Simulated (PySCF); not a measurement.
Consider C6H7P (SMILES Pc1ccccc1).

Input

```
{"job": {"kind": "nmr", "xc": "PBE0", "basis": "pcSseg-1"}, "charge": 0, "multiplicity": 1}
P      2.662249    -0.242083     0.669045
C      0.879447    -0.081769     0.245552
C      0.111810    -1.215224    -0.050617
C     -1.259951    -1.106465    -0.271709
C     -1.888173     0.135169    -0.192630
C     -1.133892     1.267937     0.110102
C      0.237365     1.160572     0.331450
H      3.122616     0.901820    -0.051065
H      3.014197    -1.151342    -0.373967
H      0.589252    -2.197058    -0.116701
H     -1.841199    -2.000821    -0.509803
H     -2.963077     0.220631    -0.367805
H     -1.616409     2.246475     0.172717
H      0.814800     2.058770     0.568391
```

Command:

```sh
OMP_NUM_THREADS=1 python probes_run.py task.json out
```

Geometry: PBE0-D3(BJ)/def2-SVP.

Method: PBE0/pcSseg-1, SCF density, gas phase, non-relativistic (PySCF).

**Predict the electron density and electron localisation function between the atoms.**

C–C (1.39 Å): ρ is about 2 e/Å³ halfway; the ELF peaks at about 0.95 between the atoms (a covalent bond).
C–P (1.84 Å): the density is about 1.1 e/Å³ at the midpoint; the ELF peaks at about 0.95 between the atoms (a shared electron pair).
C–H (1.09 Å): the density is about 2 e/Å³ at the midpoint; the ELF climbs to about 1 towards the hydrogen, as it does in any bond to H: an ordinary covalent bond to hydrogen.

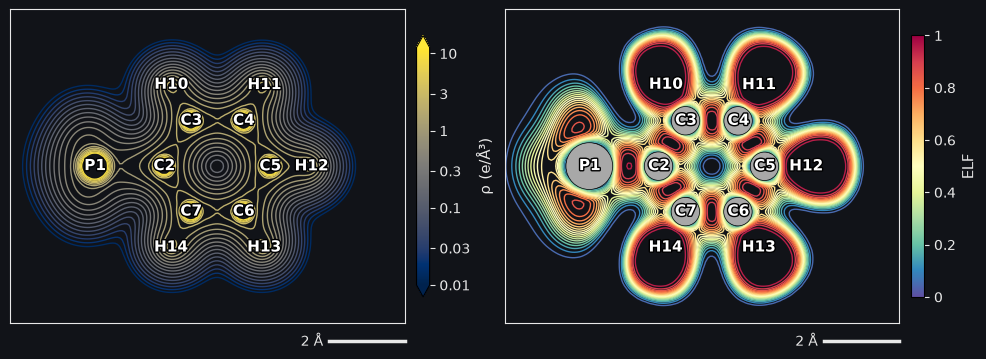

Computed electron density and electron localisation function on the plane of atoms C6, C5 and H12, in this order. Grey discs cover the atomic cores in the ELF map. 
